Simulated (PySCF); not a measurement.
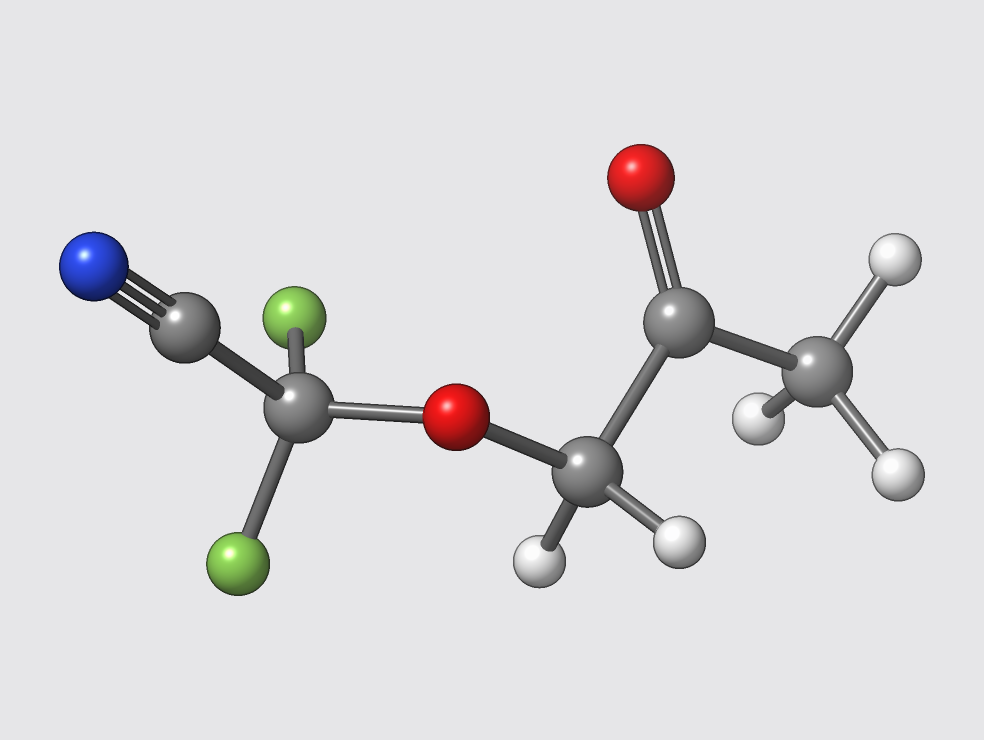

Colours: carbon grey, oxygen red, fluorine green, nitrogen blue, hydrogen white.

Give the formula.

C₅H₅F₂NO₂, 15 atoms: 5 carbon, 5 hydrogen, 2 fluorine, 1 nitrogen and 2 oxygen.

Give a SMILES string for it.

CC(=O)COC(F)(F)C#N

Count the bonded pairs by element.

5 C–H, 3 C–C, 3 C–O, 2 C–F, 1 C–N.

Name some functional groups or characteristic bonds that it holds.

Among them: ether, ketone, nitrile, C–F bond.

More results for the same structure follow; atom numbers are the same in all pictures, views and colours differ. The computed structure is the end point of a PBE0-D3(BJ)/def2-SVP optimisation. No frequency run is at hand to confirm it as a minimum.

**Shape**

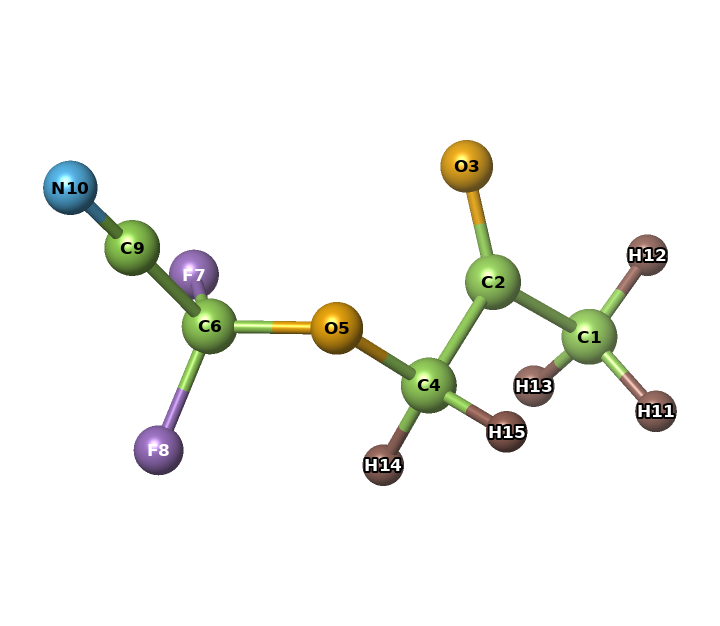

The atoms are numbered. No frequency run is at hand to confirm it as a minimum.

Give the bond lengths.

```
  bond  length (Å)   order
 C1–C2       1.505  single
C1–H11       1.101  single
C1–H12       1.097  single
C1–H13       1.103  single
 C2–O3       1.201  double
 C2–C4       1.524  single
 C4–O5       1.412  single
C4–H14       1.103  single
C4–H15       1.101  single
 O5–C6       1.341  single
 C6–F7       1.344  single
 C6–F8       1.353  single
 C6–C9       1.483  single
C9–N10       1.154  triple
```

**Charges**

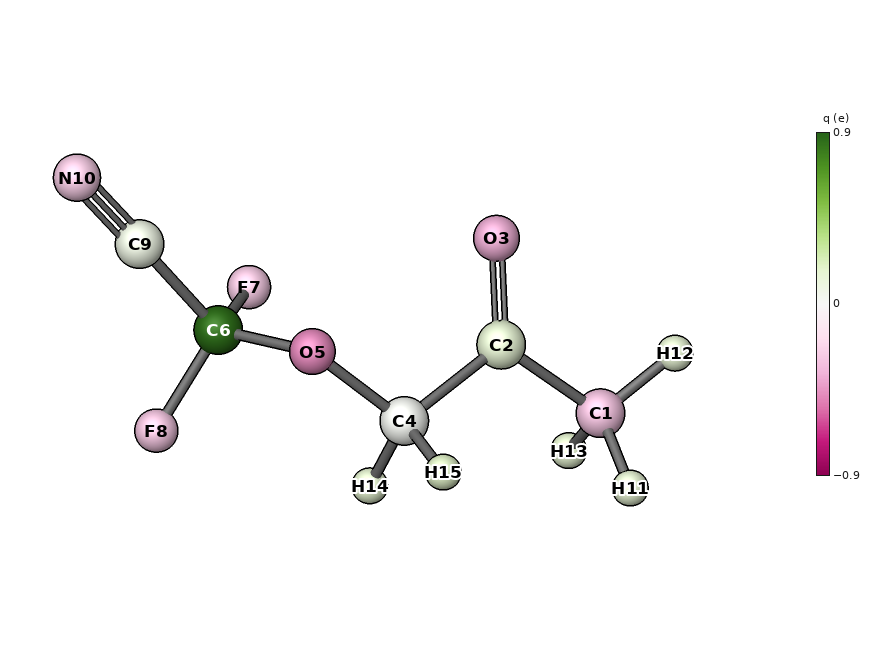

Atoms are coloured by their Mulliken charges. No frequency run is at hand to confirm it as a minimum. Level of theory: PBE0/pcSseg-1 in chloroform (IEF-PCM) (PySCF 2.14.0).

Which atom carries the highest charge (most positive or least negative)?

C6 (0.86 e).

And the lowest?

O5 (−0.48 e).

List the Mulliken charges.

```csv
atom,value (e)
C1,−0.29
C2,0.15
O3,−0.38
C4,0.02
O5,−0.48
C6,0.86
F7,−0.27
F8,−0.28
C9,0.08
N10,−0.25
H11,0.15
H12,0.15
H13,0.17
H14,0.17
H15,0.19
```

**Dipole moment**

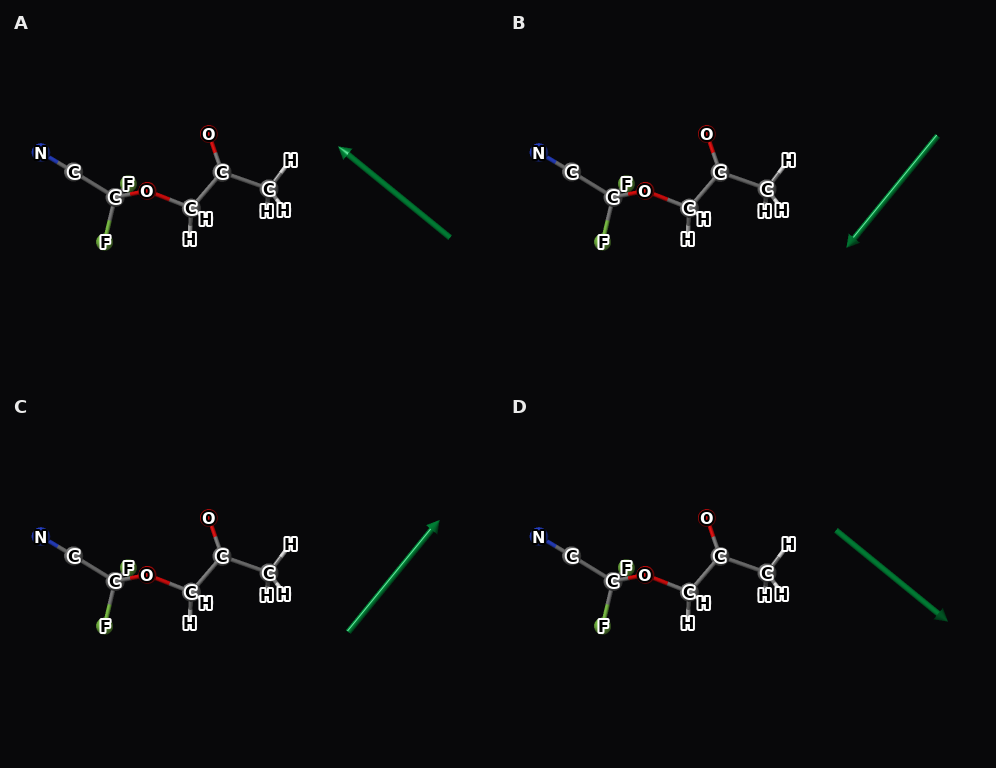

The same molecule four times, each with an arrow. No frequency run is at hand to confirm it as a minimum. Level of theory: PBE0/pcSseg-1 in chloroform (IEF-PCM) (PySCF 2.14.0).

Which arrow points along the dipole moment, from the negative to the positive end?

D. The dipole moment is 7.17 D.

**Polarisability**

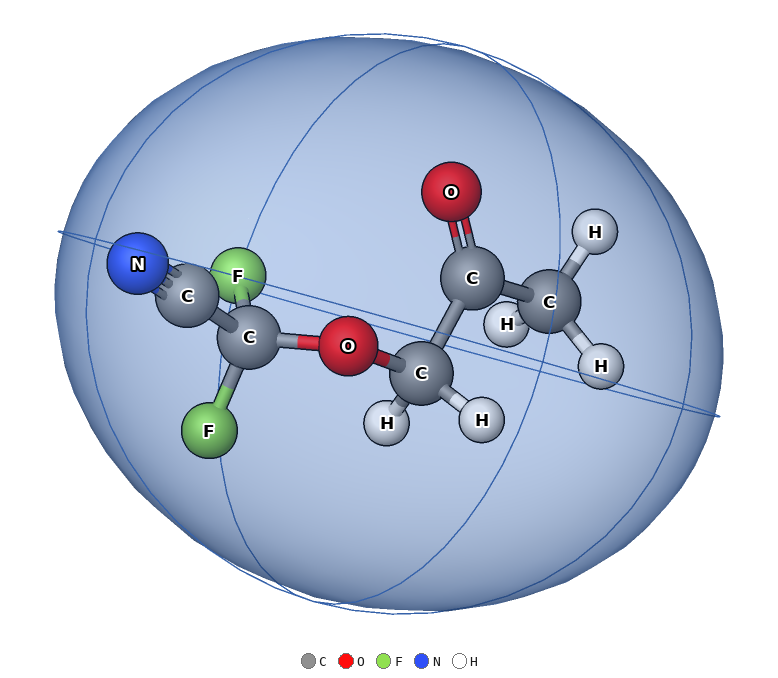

The ellipsoid shows the static dipole polarisability: its half-axes are proportional to the principal values. No frequency run is at hand to confirm it as a minimum. Level of theory: B3LYP/def2-SVPD (PySCF 2.14.0).

How large and how anisotropic is the polarisability?

Principal values 57.6, 67.3, 93.3 bohr³; mean 72.7 bohr³ (10.78 Å³); anisotropy 31.9 bohr³, so the longest axis is 1.62 times the shortest.

Mulliken values depend strongly on the basis set and can even reverse the polarity of a bond.
